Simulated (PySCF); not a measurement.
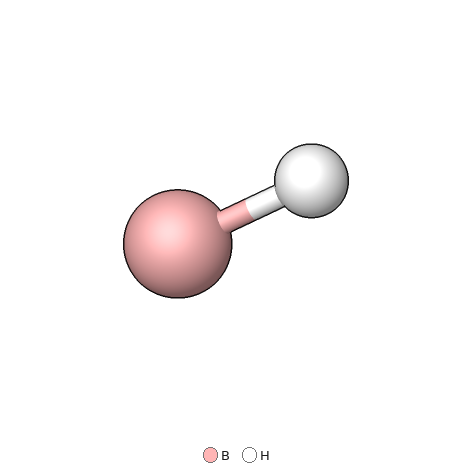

The geometry was computed by an optimisation with PBE0-D3(BJ)/def2-SVP. No frequency run is at hand to confirm it as a minimum. Method: PBE0/def2-TZVPD, gas phase (PySCF 2.14.0). Excitations: vertical, linear response.

What does the calculation give?

The species is BH (`[BH]`).
- dipole moment: 1.53 D
- HOMO energy (Kohn–Sham orbital): −6.69 eV
- LUMO energy (Kohn–Sham orbital): −2.36 eV
- HOMO–LUMO gap: 4.34 eV
- mean static polarisability: 23.2 bohr³
- lowest vertical singlet excitation: 2.66 eV
- its oscillator strength: 0.023
- brightest of the 10 lowest singlets: 8.73 eV
- its oscillator strength: 0.37
